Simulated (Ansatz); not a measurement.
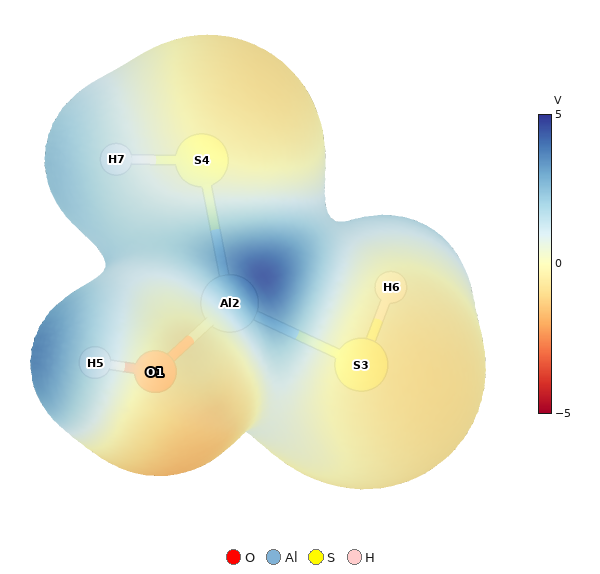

*AlH₃OS₂. The electrostatic potential painted on the density surface at 0.004 e/bohr³, seen at a tilt; the colour scale runs from red (negative) to blue (positive).*

Theory: Ansatz, RKS r2SCANh-D4/def2-SVP.

Input file:

```
crystal:
  periodic: [false, false, false]
  atoms:
    - { symbol: O, position_ang: [-1.9435, 0.0267, 0.2748] }
    - { symbol: Al, position_ang: [-0.2604, -0.4973, 0.0797] }
    - { symbol: S, position_ang: [1.054, -0.6333, 1.8868] }
    - { symbol: S, position_ang: [0.626, -1.0173, -1.9721] }
    - { symbol: H, position_ang: [-1.9408, 1.0476, 0.1386] }
    - { symbol: H, position_ang: [1.5218, 0.7097, 1.74] }
    - { symbol: H, position_ang: [-0.87389, -0.61213, -1.32815] }
basis:
  gaussian: { orbitals: def2-SVP }
hamiltonian:
  xc: r2scanh
  dispersion: d4
relax:
  f_tol: 0.02
  max_steps: 50
output:
  orbitals: {}
```

Run with:

```sh
ansatz run input.yaml --threads 2 --pin off --max-ram 3072MiB --backend cpu --events-out ev --progress --plain --runs-dir out
```

The fields are those of the relaxed geometry.

Where is the surface potential most negative and most positive?

Answer. The most negative region (about −1.6 V, or −37 kcal/mol for a unit charge) lies over O1, the most positive (about +4.3 V, or +99 kcal/mol for a unit charge) over Al2. O1 is the likeliest acceptor of a hydrogen bond.
